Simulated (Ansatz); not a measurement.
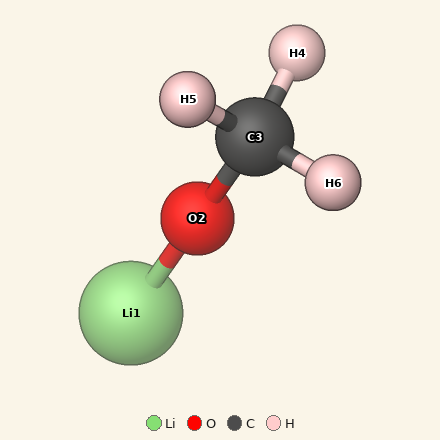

The system is CH₃LiO (SMILES [Li][O]C) with the probe H2; the picture shows it without the atoms that are moved over the map. The probe is moved over a plane parallel to the molecule's main plane, 2.89 Å above it. First axis: x of the probe's H atom. Second axis: y of the probe's H atom. Nothing is relaxed (molecule and probe rigid, the probe upright with H nearest the plane). The grid has 11 × 9 points. Energies: cm⁻¹, counted from molecule and probe far apart, each relaxed in its own basis (no counterpoise correction). These are results of Ansatz, RKS wB97M-V/def2-SVPD, not measurements.

Range: x of the probe's H atom from −3.25 to 3.25 Å; y of the probe's H atom from −2.60 to 2.60 Å.

What will the energy surface look like?

The lowest grid point is at x of the probe's H atom = 0.00 Å, y of the probe's H atom = 0.00 Å, −422 cm⁻¹ from molecule and probe far apart, each relaxed in its own basis (no counterpoise correction). The bottom of the well lies between grid points, at about x of the probe's H atom = 0.23 Å, y of the probe's H atom = −0.04 Å, about 11 cm⁻¹ lower on the interpolated surface. It is the only kind of minimum in the scanned range. The highest grid point, x of the probe's H atom = −2.60 Å, y of the probe's H atom = 0.00 Å, lies 422 cm⁻¹ above the lowest. Near the minimum the curvatures are about 0.022 and 0.045 eV/Å² along the soft and the stiff direction.

| y of the probe's H atom ↓, x of the probe's H atom → | −3.25 | −2.60 | −1.95 | −1.30 | −0.65 | 0.00 | 0.65 | 1.30 | 1.95 | 2.60 | 3.25 |
| --- | --- | --- | --- | --- | --- | --- | --- | --- | --- | --- | --- |
| 2.60 | −36 | −44 | −58 | −81 | −110 | −134 | −142 | −135 | −115 | −91 | −67 |
| 1.95 | −36 | −41 | −60 | −101 | −159 | −206 | −221 | −204 | −170 | −130 | −94 |
| 1.30 | −29 | −27 | −48 | −115 | −215 | −294 | −309 | −273 | −219 | −166 | −122 |
| 0.65 | −20 | −8 | −29 | −122 | −269 | −379 | −380 | −308 | −230 | −179 | −140 |
| 0.00 | −16 | 1 | −20 | −124 | −295 | −422 | −404 | −291 | −190 | −152 | −137 |
| −0.65 | −20 | −9 | −30 | −125 | −278 | −392 | −373 | −255 | −158 | −128 | −127 |
| −1.30 | −29 | −28 | −50 | −120 | −228 | −308 | −302 | −224 | −159 | −142 | −128 |
| −1.95 | −36 | −41 | −61 | −105 | −168 | −218 | −224 | −192 | −162 | −147 | −120 |
| −2.60 | −36 | −44 | −59 | −83 | −115 | −142 | −152 | −145 | −131 | −115 | −90 |

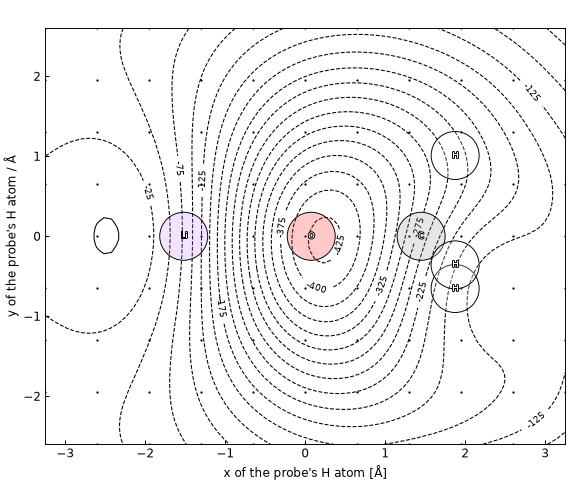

The picture shows contour lines labelled in cm⁻¹, dots at the grid points, labelled circles for the molecule's atoms, projected on the plane. Between grid points the surface is interpolated.

Time for the 99 points that were run: 11 min on 1 thread of Intel(R) Xeon(R) Platinum 8488C (Sapphire Rapids), on a shared host.
